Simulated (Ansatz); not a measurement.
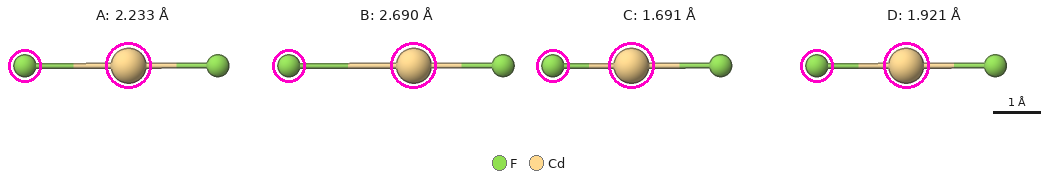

Energy scan for CdF2, in which one F–Cd bond length is varied, with the rest of the molecule carried along rigidly. The picture is a ball-and-stick view, seen at a tilt. The ringed atoms are those of the scanned coordinate.

Computed with Ansatz: PBE0-D4, basis def2-TZVPP, on geometries moved rigidly from the minimum at PBE0-D4/def2-TZVP. Elements past krypton carry the basis set's effective core potentials. Energies are counted from the PBE0-D4/def2-TZVP minimum geometry at the same level.

### Order these geometries by energy, lowest first.

Lowest first: D (the distance 1.921 Å, 0.0 kJ/mol), A (the distance 2.233 Å, 63.4 kJ/mol), C (the distance 1.691 Å, 80.2 kJ/mol), B (the distance 2.690 Å, 208.1 kJ/mol). Over the whole scan: the lowest computed point lies at the distance 1.921 Å (0.0 kJ/mol). At the ends of the scan the energy is 80.2 kJ/mol (1.691 Å) and 208.1 kJ/mol (2.690 Å). The curvature at the lowest point is about 22 eV/Å² (3.6 mdyn/Å). The well is steeper on the short side, as for any bond.
